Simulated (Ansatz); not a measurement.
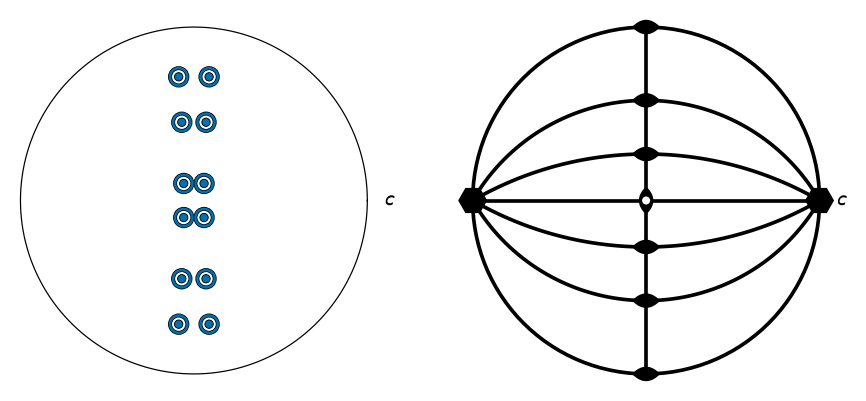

Stereographic projection: filled dots lie in the upper hemisphere, open rings in the lower; heavy lines are mirror planes (a heavy rim: a mirror in the plane of the page); lens, triangle, square and hexagon are 2-, 3-, 4- and 6-fold axes, a lens in an open square is −4, a triangle in an open hexagon −6; thin dashed diameters join the ends of axes that lie in the page; a small open circle marks inversion. The a axis points at the viewer. Left: one general form; right: the symmetry elements. Computed from the symmetry operations of a computed or model structure of composition Be.

Q: Name the crystal class.

A: 6/mmm (D6h), order 24, hexagonal system: one sixfold axis, six twofold axes, seven mirror planes, an inversion centre.

Q: Can such a crystal be piezoelectric, pyroelectric or chiral?

A: It is centrosymmetric, so neither piezoelectric nor pyroelectric; it is not chiral.
